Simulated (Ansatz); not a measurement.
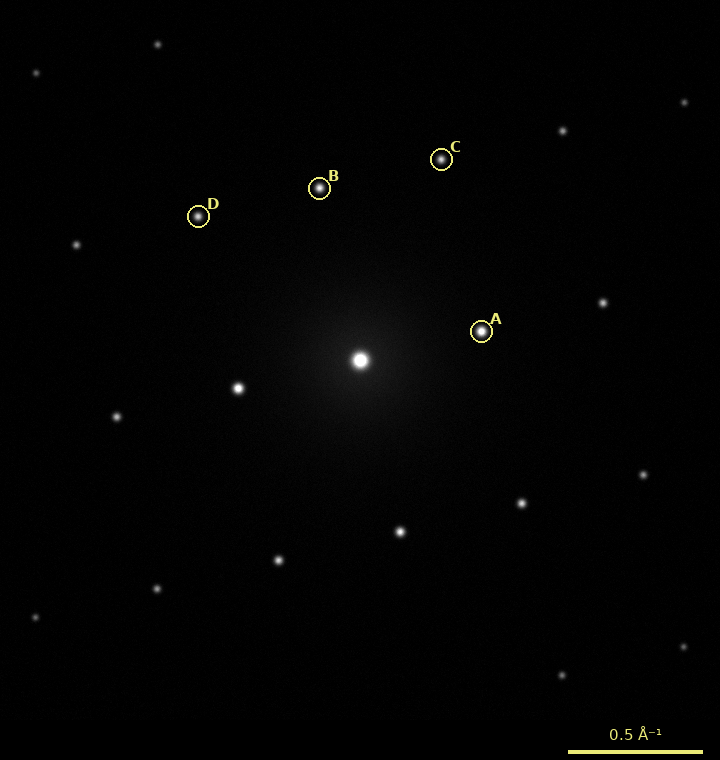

Kinematic zone-axis pattern, calculated for 200 keV electrons with B = 0.5 Å². The zone axis points towards the electron source and the pattern is seen from the source side.

Crystal: V, space group Im-3m (No. 229), a = 3.020 Å. Structure: the input geometry of an electronic-structure calculation (not necessarily at equilibrium).

| atom | site | symmetry | x | y | z |
| --- | --- | --- | --- | --- | --- |
| V | 2a | m-3m | 0.0000 | 0.0000 | 0.0000 |

Spot A is indexed -1 1 0 and spot B 0 0 2.

Q: Index the other marked spots.

A: C = A + B = -1 1 2 (d = 1.233 Å). D = −A + B = 1 -1 2 (d = 1.233 Å).

Q: Which zone axis is this?

A: The cross product of A and B is parallel to [110]; every spot obeys hu + kv + lw = 0.
